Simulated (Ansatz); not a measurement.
# C2H7GaOSi (SMILES C=[CH][Ga]([OH])[SiH3]): what the fields show

```yaml
atoms:
  - { symbol: C, position_ang: [-2.1245, -0.5403, -0.5244] }
  - { symbol: C, position_ang: [-1.5559, -0.1916, 0.6292] }
  - { symbol: Ga, position_ang: [0.3526, 0.2161, 0.7157] }
  - { symbol: O, position_ang: [1.0658, 0.6802, 2.2970] }
  - { symbol: Si, position_ang: [1.9261, 0.1727, -1.1000] }
  - { symbol: H, position_ang: [-3.1839, -0.7739, -0.6085] }
  - { symbol: H, position_ang: [-1.5554, -0.6102, -1.4489] }
  - { symbol: H, position_ang: [-2.1893, -0.1429, 1.5142] }
  - { symbol: H, position_ang: [0.4399, 0.6984, 3.0239] }
  - { symbol: H, position_ang: [3.0164, -0.8020, -0.8248] }
  - { symbol: H, position_ang: [1.2714, -0.2220, -2.3783] }
  - { symbol: H, position_ang: [2.5370, 1.5156, -1.2952] }
```

Geometry: PBE0-D4/def2-TZVP.

All numbers below come from RKS PBE0-D4/def2-TZVPP (Ansatz).

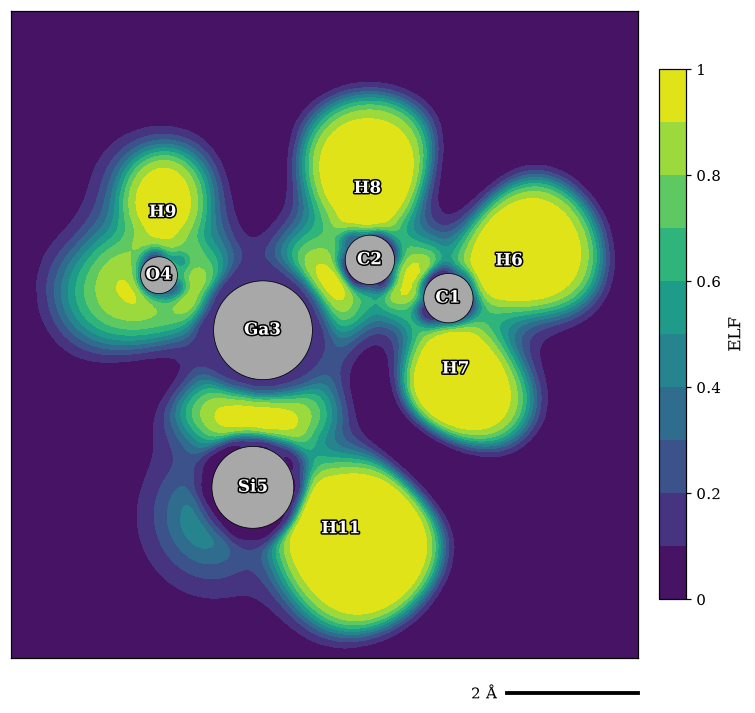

Figure 1. ELF on the plane of atoms Ga3, O4 and H9. Grey discs cover the atomic cores.

> What does the map show?

The section cuts through C, Ga, O, Si and H sites.
C–C (1.33 Å): the ELF peaks at about 0.90 between the atoms: a multiple bond.
Ga–O (1.80 Å): the ELF peaks at about 0.85 in the valence shell of O, 0.6 Å from its nucleus, and is about 0.25 at the midpoint.
C–Ga (1.95 Å): the ELF peaks at about 0.95 in the valence shell of C, 0.6 Å from its nucleus, and is about 0.50 at the midpoint.
Ga–Si (2.40 Å): the ELF peaks at about 0.95 between the atoms; a covalent bond.
O–H (0.96 Å): the ELF climbs to about 1 towards the hydrogen, as it does in any bond to H: a covalent bond by its length.
The ELF also peaks beside O4, away from the bonds: lone-pair regions.

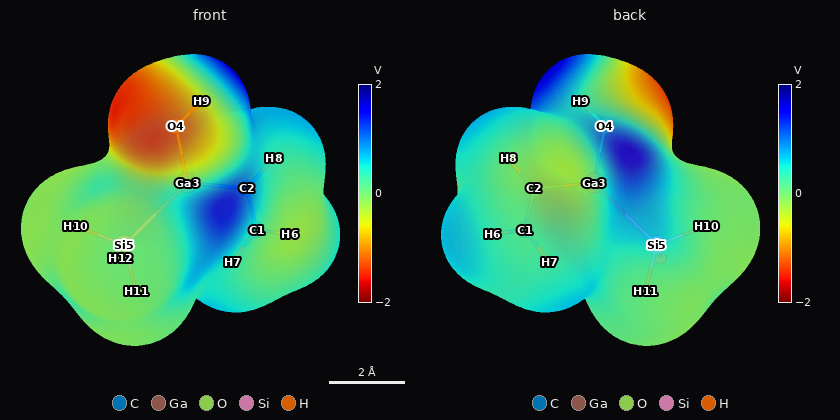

Figure 2. The molecular electrostatic potential painted on the density surface at 0.001 e/bohr³, seen from the front and from behind; red is negative and blue positive.

> Describe the electrostatic potential map.

The most negative region (about −1.5 V, or −35 kcal/mol for a unit charge) lies over O4, the most positive (about +1.6 V, or +37 kcal/mol for a unit charge) over Ga3 and H9. O4 is the likeliest acceptor of a hydrogen bond.

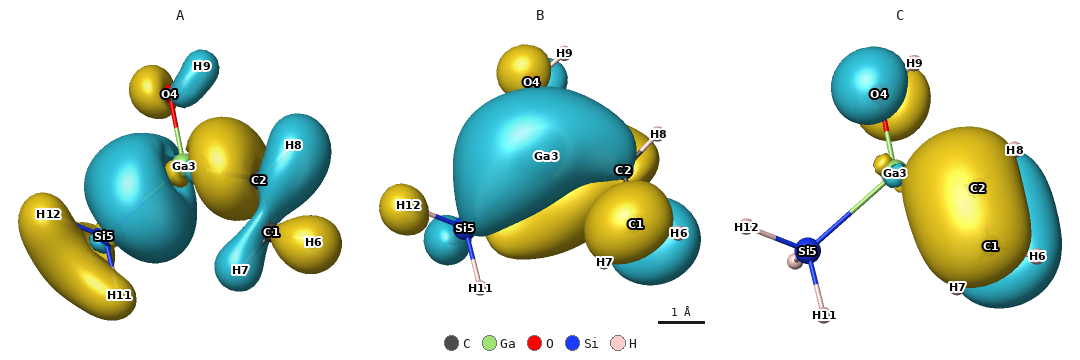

Figure 3. Three frontier orbitals at ±0.08 Å⁻³ᐟ² (yellow and cyan are the two phases), in no order.

> Order the three orbitals by energy and name them.

C is the HOMO−1 (−8.21 eV). Its weight (Hirshfeld) is mainly on C1 (about 35 %), C2 (about 35 %) and O4 (about 10 %); π-bonding across C1–C2. A is the HOMO (−7.57 eV). By Hirshfeld shares it lies mainly on Si5 (about 30 %), Ga3 (about 25 %) and C2 (about 20 %). B is the LUMO (−1.55 eV). By Hirshfeld shares it lies mainly on Ga3 (about 45 %), C1 (about 15 %), Si5 (about 10 %) and C2 (about 10 %).

> What is the HOMO–LUMO gap?

6.02 eV between the orbital energies.
